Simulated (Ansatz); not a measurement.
# ClH3S2Si: shift of H5 from S1 to S2

How high is the barrier for the shift of H5 from S1 to S2? Relax the two ends, then run a nudged elastic band between them. SMILES of the start: SS[SiH2]Cl.

All numbers below are computed with Ansatz 0.2.0 (UKS PBE0/cc-pVDZ).

1 further run of the same task is left out (it didn't finish).

### Step 1. The system as given

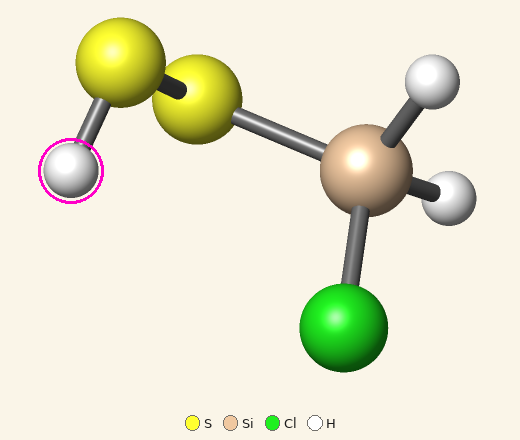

The starting structure, seen from a chosen angle (sulfur yellow, silicon light orange, chlorine green, hydrogen white). Ringed: H5.

As a file:

```xyz
7

S    -1.6089    1.2013   -0.8278
S     0.1688    0.5354   -1.4497
Si    0.8764   -0.2236    0.4048
Cl   -0.1846   -1.7880    1.0132
H    -2.3685    0.1016   -0.9068
H     2.2936   -0.7161    0.2431
H     0.8843    0.8213    1.4774
```

### Step 2. End point A

File input.yaml:

```yaml
crystal:
  periodic: [false, false, false]
  atoms:
    - { symbol: S, position_ang: [-1.6089, 1.2013, -0.8278] }
    - { symbol: S, position_ang: [0.1688, 0.5354, -1.4497] }
    - { symbol: Si, position_ang: [0.8764, -0.2236, 0.4048] }
    - { symbol: Cl, position_ang: [-0.1846, -1.788, 1.0132] }
    - { symbol: H, position_ang: [-2.3685, 0.1016, -0.9068] }
    - { symbol: H, position_ang: [2.2936, -0.7161, 0.2431] }
    - { symbol: H, position_ang: [0.8843, 0.8213, 1.4774] }
magnetization:
  spin_polarized: true
basis:
  gaussian: { orbitals: cc-pVDZ }
hamiltonian:
  xc: pbe0
relax:
  f_tol: 0.02
  max_steps: 50
```

The run is started by

```sh
$ ansatz run input.yaml --threads 2 --pin off --max-ram 3072MiB --backend cpu --events-out ev --progress --plain --runs-dir out
```

Standard output (excerpt; [...] marks lines left out):

```text
Warning: RAYON_NUM_THREADS=2 ignored (pool sized by the plan → 2); use --threads N
[...]
Functional definition: PBE0
[...]
993 factors; integrals over basis functions are off by at most 3.9e-4 eV
[...]
mean field -42106.80000634 eV, -1547.3963592188 hartree, gradient 2.1e-5 eV, S^2 0.000000; 0 other end points of the search recorded, 0 dependent functions left out
[...]
reference -42106.80003157 eV, -1547.3963601460 hartree; 33, 33 occupied and 54, 54 virtual orbitals, 993 factors
relax step   1: F+E_penalty+E_count = -42106.80000634 eV  Δ(F+E_penalty+E_count) = +0.000e0 eV  max|allowed force component| = 1.866e0 eV/Å  Δτ_max = 0.0000 Å  (27 SCF iters, accepted)
[...]
Total energy: -42107.04035959 eV, -1547.4051920380 hartree
Atom 0 at    -1.640336     1.266714    -0.817923 Å, force     0.001218     0.001928     0.000782 eV/Å
Atom 1 at     0.201097     0.503305    -1.468672 Å, force    -0.001118     0.010105     0.005603 eV/Å
Atom 2 at     0.919341    -0.227265     0.424923 Å, force     0.016413     0.011399    -0.006718 eV/Å
Atom 3 at    -0.209403    -1.853901     1.074752 Å, force    -0.000070    -0.016080     0.007127 eV/Å
Atom 4 at    -2.345404     0.109348    -0.915200 Å, force    -0.001551    -0.002662    -0.001669 eV/Å
Atom 5 at     2.318568    -0.690504     0.181868 Å, force    -0.009057    -0.010969     0.004539 eV/Å
Atom 6 at     0.817237     0.824202     1.474451 Å, force    -0.005835     0.006279    -0.009665 eV/Å
Dipole moment:     0.050582     0.032029     0.052208 e Å
```

Wall time 15 s (2 threads of Intel Xeon 6975P-C (Granite Rapids), shared host); peak memory 0.3 GiB.

Step by step:

```csv
step,energy from step 1 (eV),largest force component (eV/Å)
1,0.0000,1.8659
2,-0.2196,0.2918
3,-0.2335,0.2158
4,-0.2397,0.0834
5,-0.2401,0.0443
6,-0.2403,0.0164
```

Step 1 is the start.

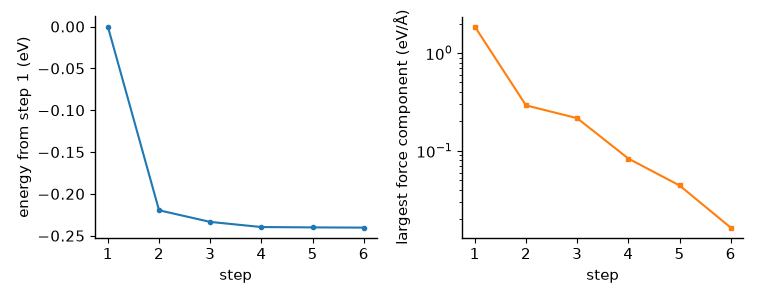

How energy and force went from step to step.

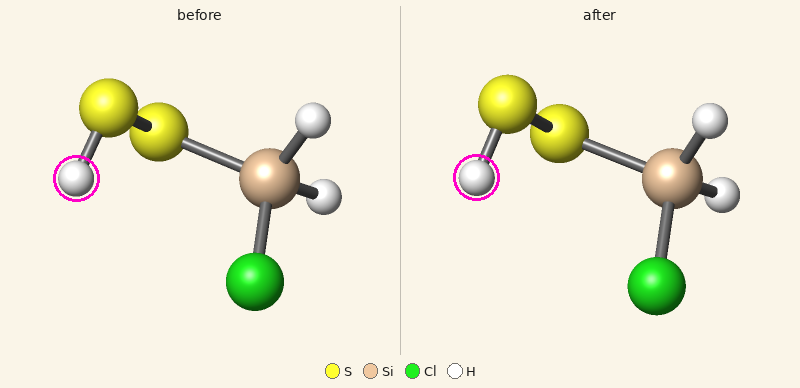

Before and after, at one scale.

After: Bond lengths: S1–S2 2.097 Å, S2–Si3 2.153 Å, Si3–Cl4 2.084 Å, S1–H5 1.359 Å, Si3–H6 1.494 Å, Si3–H7 1.489 Å. Angles: S1–S2–Si3 98.3°, S2–S1–H5 97.1°, S2–Si3–Cl4 111.0°, S2–Si3–H6 105.9°, S2–Si3–H7 110.9°, Cl4–Si3–H6 108.4°, Cl4–Si3–H7 107.1°, H6–Si3–H7 113.4°.

### Step 3. End point B

The second end starts from a geometry with the move made by hand.

input.yaml: that of step 2 with these lines changed.

```diff
@@ -7,3 +7,3 @@
     - { symbol: Cl, position_ang: [-0.1846, -1.788, 1.0132] }
-    - { symbol: H, position_ang: [-2.3685, 0.1016, -0.9068] }
+    - { symbol: H, position_ang: [0.0718, 0.42541, -2.82189] }
     - { symbol: H, position_ang: [2.2936, -0.7161, 0.2431] }
```

The run is started by

```sh
$ ansatz run input.yaml --threads 2 --pin off --max-ram 3072MiB --backend cpu --events-out ev --progress --plain --runs-dir out
```

Standard output (excerpt; [...] marks lines left out):

```text
Warning: RAYON_NUM_THREADS=2 ignored (pool sized by the plan → 2); use --threads N
[...]
[... 1 set-up line as earlier in the session ...]
[...]
989 factors; integrals over basis functions are off by at most 5.1e-4 eV
[...]
mean field -42104.16609388 eV, -1547.2995647214 hartree, gradient 3.3e-5 eV, S^2 0.000000; 1 other end points of the search recorded, 0 dependent functions left out
[...]
reference -42104.16611838 eV, -1547.2995656218 hartree; 33, 33 occupied and 54, 54 virtual orbitals, 989 factors
[...]
Atom 2 at     0.950216    -0.186671     0.344798 Å, force     0.003624     0.003958    -0.001247 eV/Å
Atom 3 at    -0.226067    -1.839791     0.689174 Å, force    -0.004155    -0.007240     0.000143 eV/Å
Atom 4 at     0.164023    -0.190142    -2.208380 Å, force     0.000580    -0.001798     0.000493 eV/Å
Atom 5 at     2.342176    -0.637300     0.039330 Å, force    -0.000944     0.000765     0.000027 eV/Å
Atom 6 at     0.840539     0.794095     1.454683 Å, force     0.001152     0.002041    -0.000404 eV/Å
Dipole moment:     0.895592    -0.318074    -0.034503 e Å
```

Run time: 23 s. Hardware: 2 threads of Intel Xeon 6975P-C (Granite Rapids), shared host; peak memory 0.3 GiB.

The steps of the relaxation:

| step | energy from step 1 (eV) | largest force component (eV/Å) |
| --- | --- | --- |
| 1 | 0.0000 | 2.0246 |
| 2 | -0.7718 | 1.3989 |
| 3 | -1.0835 | 1.6321 |
| 4 | -1.2704 | 0.5321 |
| 5 | -1.3544 | 0.3781 |
| 6 | -1.3846 | 0.1603 |
| 7 | -1.3884 | 0.0733 |
| 8 | -1.3893 | 0.0427 |
| 9 | -1.3893 | 0.0235 |
| 10 | -1.3894 | 0.0072 |

Step 1 is the start.

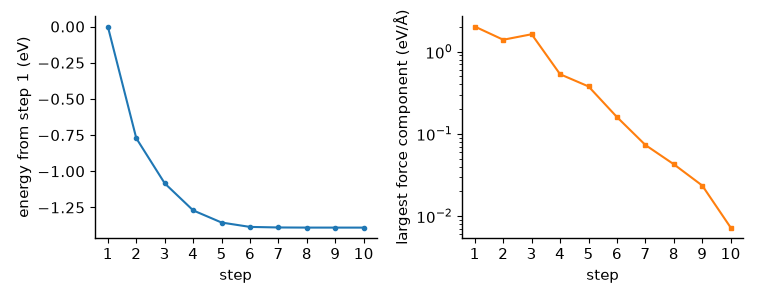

How energy and force went from step to step.

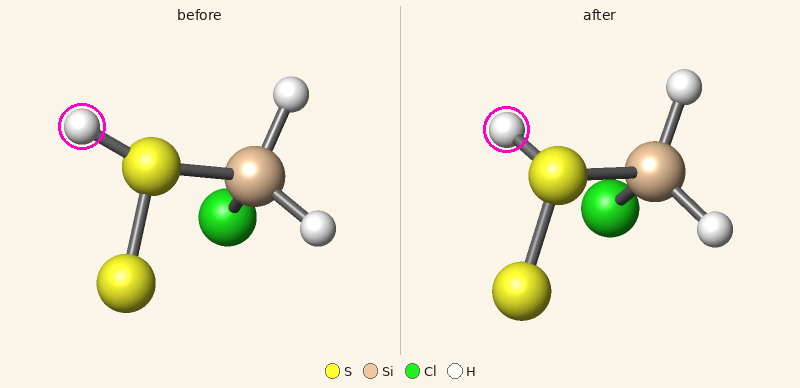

Before and after, at one scale.

After: Bond lengths: S1–S2 2.020 Å, S2–Si3 2.226 Å, Si3–Cl4 2.058 Å, S2–H5 1.383 Å, Si3–H6 1.495 Å, Si3–H7 1.485 Å. Angles: S1–S2–Si3 103.4°, S1–S2–H5 109.3°, Si3–S2–H5 92.5°, S2–Si3–Cl4 109.6°, S2–Si3–H6 108.7°, S2–Si3–H7 103.2°, Cl4–Si3–H6 108.9°, Cl4–Si3–H7 111.3°, H6–Si3–H7 114.9°.

### Step 4. The band

crystal.atoms is end A as relaxed above, and neb.final_atoms is end B, turned to lie on A. With 5 inner images the band has 7 in all. The start path is listed, through a guess of the saddle.

File input.yaml:

```yaml
crystal:
  periodic: [false, false, false]
  atoms:
    - { symbol: S, position_ang: [-1.640336, 1.266714, -0.817923] }
    - { symbol: S, position_ang: [0.201097, 0.503305, -1.468672] }
    - { symbol: Si, position_ang: [0.919341, -0.227265, 0.424923] }
    - { symbol: Cl, position_ang: [-0.209403, -1.853901, 1.074752] }
    - { symbol: H, position_ang: [-2.345404, 0.109348, -0.9152] }
    - { symbol: H, position_ang: [2.318568, -0.690504, 0.181868] }
    - { symbol: H, position_ang: [0.817237, 0.824202, 1.474451] }
magnetization:
  spin_polarized: true
basis:
  gaussian: { orbitals: cc-pVDZ }
hamiltonian:
  xc: pbe0
neb:
  order_check: false
  images: 5
  f_tol: 0.05
  max_iterations: 60
  final_atoms:
    - { symbol: S, position_ang: [-1.999642, 1.55642514, -0.19042249] }
    - { symbol: S, position_ang: [-0.43890129, 0.73532876, -1.17605168] }
    - { symbol: Si, position_ang: [0.74366688, -0.23340388, 0.44254919] }
    - { symbol: Cl, position_ang: [-0.43245228, -1.60007188, 1.43451922] }
    - { symbol: H, position_ang: [-0.82295387, -0.4828883, -1.70693594] }
    - { symbol: H, position_ang: [1.90268856, -0.94815613, -0.17367139] }
    - { symbol: H, position_ang: [1.10869402, 0.90466528, 1.32421209] }
  initial_path:
    images:
      - { positions_ang: [[-1.640336, 1.266714, -0.817923], [0.201097, 0.503305, -1.468672], [0.919341, -0.227265, 0.424923], [-0.209403, -1.853901, 1.074752], [-2.345404, 0.109348, -0.9152], [2.318568, -0.690504, 0.181868], [0.817237, 0.824202, 1.474451]] }
      - { positions_ang: [[-1.69821396, 1.25660386, -0.67379335], [0.06773138, 0.49710911, -1.40896919], [0.88390883, -0.22793562, 0.4290361], [-0.19397224, -1.81293817, 1.14805449], [-2.15836323, 0.10450542, -1.14024525], [2.26654639, -0.71957861, 0.13562984], [0.89346283, 0.83413301, 1.46448636]] }
      - { positions_ang: [[-1.75609193, 1.24649372, -0.52966371], [-0.06563424, 0.49091322, -1.34926638], [0.84847665, -0.22860623, 0.4331492], [-0.17854148, -1.77197535, 1.22135698], [-1.97132245, 0.09966283, -1.3652905], [2.21452478, -0.74865322, 0.08939168], [0.96968866, 0.84406402, 1.45452172]] }
      - { positions_ang: [[-1.81396989, 1.23638359, -0.38553406], [-0.19899985, 0.48471733, -1.28956357], [0.81304448, -0.22927685, 0.43726231], [-0.16311072, -1.73101252, 1.29465948], [-1.78428168, 0.09482025, -1.59033575], [2.16250317, -0.77772783, 0.04315352], [1.04591449, 0.85399504, 1.44455708]] }
      - { positions_ang: [[-1.87586059, 1.3430641, -0.32049687], [-0.278967, 0.56825447, -1.25172627], [0.78991861, -0.23065252, 0.4390246], [-0.25289124, -1.68736564, 1.34127939], [-1.46383908, -0.09774927, -1.62920248], [2.0758983, -0.83453726, -0.02912145], [1.066841, 0.87088512, 1.40444208]] }
      - { positions_ang: [[-1.9377513, 1.44974462, -0.25545968], [-0.35893414, 0.65179162, -1.21388897], [0.76679274, -0.2320282, 0.44078689], [-0.34267176, -1.64371876, 1.38789931], [-1.14339647, -0.29031878, -1.66806921], [1.98929343, -0.8913467, -0.10139642], [1.08776751, 0.8877752, 1.36432709]] }
      - { positions_ang: [[-1.999642, 1.55642514, -0.19042249], [-0.43890129, 0.73532876, -1.17605168], [0.74366688, -0.23340388, 0.44254919], [-0.43245228, -1.60007188, 1.43451922], [-0.82295387, -0.4828883, -1.70693594], [1.90268856, -0.94815613, -0.17367139], [1.10869402, 0.90466528, 1.32421209]] }
```

The run is started by

```sh
$ ansatz run input.yaml --threads 2 --pin off --max-ram 3072MiB --backend cpu --events-out ev --progress --plain --runs-dir out
```

Standard output (excerpt; [...] marks lines left out):

```text
Warning: RAYON_NUM_THREADS=2 ignored (pool sized by the plan → 2); use --threads N
[...]
[... 1 set-up line as earlier in the session ...]
[...]
993 factors; integrals over basis functions are off by at most 3.7e-4 eV
[...]
mean field -42107.04032924 eV, -1547.4051909226 hartree, gradient 2.3e-5 eV, S^2 0.000000; 0 other end points of the search recorded, 0 dependent functions left out
[...]
reference -42107.04035462 eV, -1547.4051918551 hartree; 33, 33 occupied and 54, 54 virtual orbitals, 993 factors
[...]
NEB iter   3: max|band force component| = 5.281e-1 eV/Å  barrier→ = 2.1763 eV  barrier← = 0.6914 eV  CI = image 4  Δτ_max = 0.1786 Å  (156 SCF iters)
[...]
993 factors; integrals over basis functions are off by at most 3.8e-4 eV
mean field -42107.01160871 eV, -1547.4041354625 hartree, gradient 8.9e-6 eV, S^2 0.000000; 0 other end points of the search recorded, 0 dependent functions left out
[...]
reference -42107.01163362 eV, -1547.4041363780 hartree; 33, 33 occupied and 54, 54 virtual orbitals, 993 factors
[...]
```

### Step 5. The log goes on: band between the two ends

The log, continued (excerpt; [...] marks lines left out):

```text
993 factors; integrals over basis functions are off by at most 3.5e-4 eV
mean field -42106.71226170 eV, -1547.3931346629 hartree, gradient 1.1e-5 eV, S^2 0.000000; 0 other end points of the search recorded, 0 dependent functions left out
[...]
reference -42106.71228662 eV, -1547.3931355786 hartree; 33, 33 occupied and 54, 54 virtual orbitals, 993 factors
[...]
993 factors; integrals over basis functions are off by at most 1.0e-3 eV
[...]
Atom 3 at    -0.360303    -1.712295     1.233332 Å, force    -0.005244    -0.008745    -0.001550 eV/Å
Atom 4 at    -1.323237    -0.196047    -1.306816 Å, force     0.000499     0.005493     0.005347 eV/Å
Atom 5 at     2.090038    -0.851027    -0.059795 Å, force     0.008061    -0.000979     0.004276 eV/Å
Atom 6 at     0.990066     0.904476     1.350410 Å, force    -0.004206    -0.000845    -0.001229 eV/Å
Dipole moment:     0.743218    -0.354761    -0.136040 e Å
this run last wrote the band of iteration 7 to <dir>
```

Run time: 83 s. Hardware: 2 threads of Intel Xeon 6975P-C (Granite Rapids), shared host; peak memory 0.31 GiB.

### Step 6. What the band shows

The 5 inner images lie between the fixed ends 0 and 6. Energy is taken from image 0, and the path length is the program's own coordinate along the band.

| image | path (Å) | energy (eV) | H5–S1 (Å) | H5–S2 (Å) | band force (eV/Å) |
| --- | --- | --- | --- | --- | --- |
| 0 | 0.000 | 0.0000 | 1.36 | 2.64 | - |
| 1 | 0.444 | 0.0278 | 1.36 | 2.58 | 0.008 |
| 2 | 0.889 | 0.3522 | 1.35 | 2.26 | 0.016 |
| 3 | 1.333 | 1.4048 | 1.49 | 1.75 | 0.020 |
| 4* | 1.778 | 2.1784 | 1.97 | 1.40 | 0.022 |
| 5 | 2.290 | 1.6331 | 2.55 | 1.36 | 0.015 |
| 6 | 2.803 | 1.4849 | 2.80 | 1.38 | - |

The star marks the climbing image.

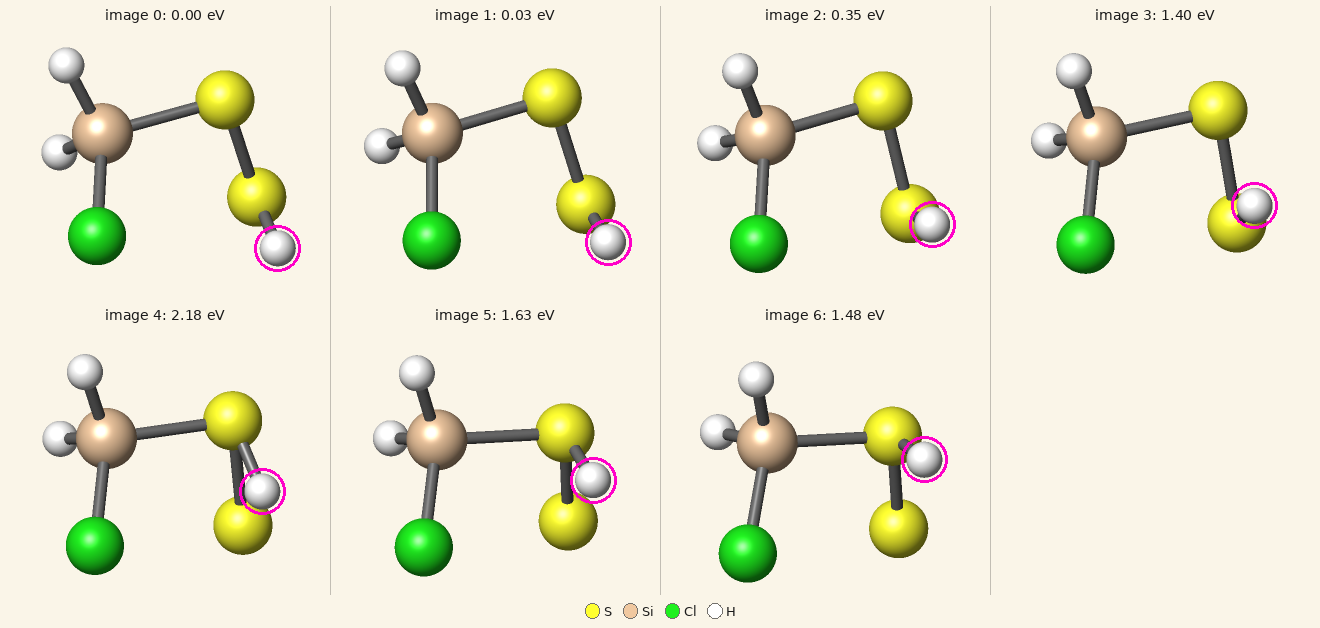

Snapshots along the band, viewed from a free direction. Ringed: H5. Sticks join atoms closer than a bonding distance in each image.

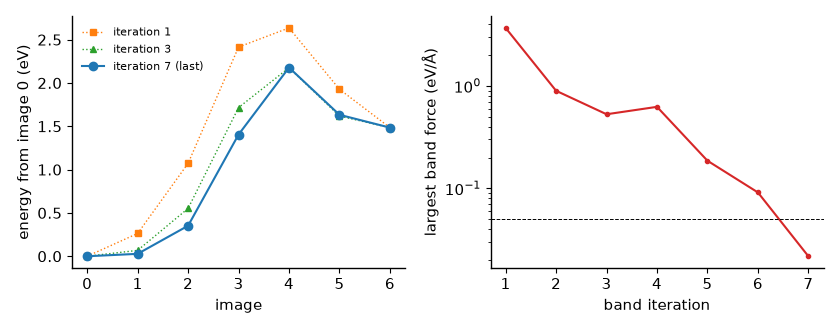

Left: energy of each image for early iterations and the last one (lines only join the points; early values far above the last band run off the scale). Right: the largest band force by iteration, with the threshold dashed.

The top of the band by iteration:

```csv
iteration,highest image above image 0 (eV),largest band force (eV/Å)
1,2.6358,3.668
2,2.2508,0.895
3,2.1763,0.528
4,2.1884,0.624
5,2.1805,0.186
6,2.1787,0.091
7,2.1784,0.022
```

The band as a trajectory file:

```xyz
7
image=0 dE=0.0000
S    -1.640    1.267   -0.818
S     0.201    0.503   -1.469
Si    0.919   -0.227    0.425
Cl   -0.209   -1.854    1.075
H    -2.345    0.109   -0.915
H     2.319   -0.691    0.182
H     0.817    0.824    1.474
7
image=1 dE=0.0278
S    -1.720    1.174   -0.759
S     0.216    0.694   -1.402
Si    0.917   -0.191    0.431
Cl   -0.340   -1.720    1.083
H    -2.227   -0.057   -1.018
H     2.242   -0.791    0.097
H     0.973    0.822    1.521
7
image=2 dE=0.3522
S    -1.797    1.127   -0.599
S     0.148    0.789   -1.361
Si    0.864   -0.192    0.410
Cl   -0.369   -1.698    1.161
H    -1.908   -0.112   -1.114
H     2.142   -0.839    0.003
H     0.981    0.857    1.455
7
image=3 dE=1.4048
S    -1.915    1.179   -0.454
S    -0.017    0.700   -1.365
Si    0.831   -0.211    0.401
Cl   -0.349   -1.717    1.210
H    -1.576   -0.079   -1.175
H     2.109   -0.830   -0.049
H     0.979    0.891    1.386
7
image=4 dE=2.1784
S    -1.955    1.391   -0.323
S    -0.195    0.630   -1.351
Si    0.815   -0.234    0.412
Cl   -0.360   -1.712    1.233
H    -1.323   -0.196   -1.307
H     2.090   -0.851   -0.060
H     0.990    0.904    1.350
7
image=5 dE=1.6331
S    -1.897    1.622   -0.241
S    -0.400    0.675   -1.256
Si    0.792   -0.240    0.417
Cl   -0.373   -1.714    1.263
H    -1.114   -0.455   -1.489
H     2.059   -0.863   -0.079
H     0.993    0.908    1.339
7
image=6 dE=1.4849
S    -2.000    1.556   -0.190
S    -0.439    0.735   -1.176
Si    0.744   -0.233    0.443
Cl   -0.432   -1.600    1.435
H    -0.823   -0.483   -1.707
H     1.903   -0.948   -0.174
H     1.109    0.905    1.324
```

### Step 7. Frequencies at the highest image

The geometry is the highest inner image of the first converged band.

File input.yaml:

```yaml
crystal:
  periodic: [false, false, false]
  atoms:
    - { symbol: S, position_ang: [-1.955215, 1.390533, -0.323446] }
    - { symbol: S, position_ang: [-0.19504, 0.630053, -1.351198] }
    - { symbol: Si, position_ang: [0.814791, -0.233794, 0.411712] }
    - { symbol: Cl, position_ang: [-0.360303, -1.712295, 1.233332] }
    - { symbol: H, position_ang: [-1.323237, -0.196047, -1.306816] }
    - { symbol: H, position_ang: [2.090038, -0.851027, -0.059795] }
    - { symbol: H, position_ang: [0.990066, 0.904476, 1.35041] }
magnetization:
  spin_polarized: true
basis:
  gaussian: { orbitals: cc-pVDZ }
hamiltonian:
  xc: pbe0
phonons: {}
```

The run is started by

```sh
$ ansatz run input.yaml --threads 2 --pin off --max-ram 3072MiB --backend cpu --events-out ev --progress --plain --runs-dir out
```

Standard output (excerpt; [...] marks lines left out):

```text
Warning: RAYON_NUM_THREADS=2 ignored (pool sized by the plan → 2); use --threads N
[...]
[... 1 set-up line as earlier in the session ...]
[...]
992 factors; integrals over basis functions are off by at most 3.3e-4 eV
[...]
mean field -42104.86198665 eV, -1547.3251383088 hartree, gradient 2.7e-5 eV, S^2 0.000000; 2 other end points of the search recorded, 0 dependent functions left out
[...]
reference -42104.86201104 eV, -1547.3251392051 hartree; 33, 33 occupied and 54, 54 virtual orbitals, 992 factors
[...]
WARN: phonons: modes at or below zero, which the zero-point energy, F, S and C_V leave out: 1, the lowest at -977.37 cm⁻¹. A minimum has none, and a first-order saddle one
[...]
Atom 3 at    -0.360303    -1.712295     1.233332 Å, force    -0.005366    -0.008717    -0.001609 eV/Å
Atom 4 at    -1.323237    -0.196047    -1.306816 Å, force     0.000526     0.005520     0.005495 eV/Å
Atom 5 at     2.090038    -0.851027    -0.059795 Å, force     0.008083    -0.000980     0.004304 eV/Å
Atom 6 at     0.990066     0.904476     1.350410 Å, force    -0.004180    -0.000861    -0.001221 eV/Å
Dipole moment:     0.743215    -0.354763    -0.136044 e Å
Vibrations: -977.37 70.39 91.04 173.32 431.50 452.91 524.19 569.65 637.23 693.57 832.69 898.98 2235.84 2284.85 2380.99 cm⁻¹, zero-point energy 0.761086 eV
```

Wall time 55 s (2 threads of Intel Xeon 6975P-C (Granite Rapids), shared host); peak memory 0.29 GiB.

Of 15 modes, 1 is imaginary by more than 30 cm⁻¹ (977i cm⁻¹).

(Part 1 of 2 ends here.)
